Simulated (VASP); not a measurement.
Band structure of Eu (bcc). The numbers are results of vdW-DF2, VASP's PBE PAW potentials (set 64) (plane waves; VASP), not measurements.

The 4f electrons are frozen in the core of the lanthanide potential, so 4f levels, which can set the real gap, and their magnetism are missing.

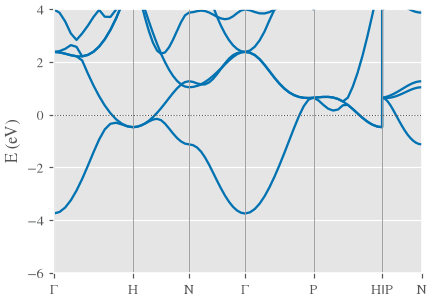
Fig. 1. Bands along high-symmetry lines, zero at the valence-band maximum or, without a gap, the Fermi level

Question: Read the plot: is there a gap, and where are the band edges?

Answer: It has no gap at this level: it comes out as a metal or semimetal. (Edges off the drawn lines would not show.)

The compound is Eu in the bcc structure. It was relaxed first, which changed the volume by -6 %.
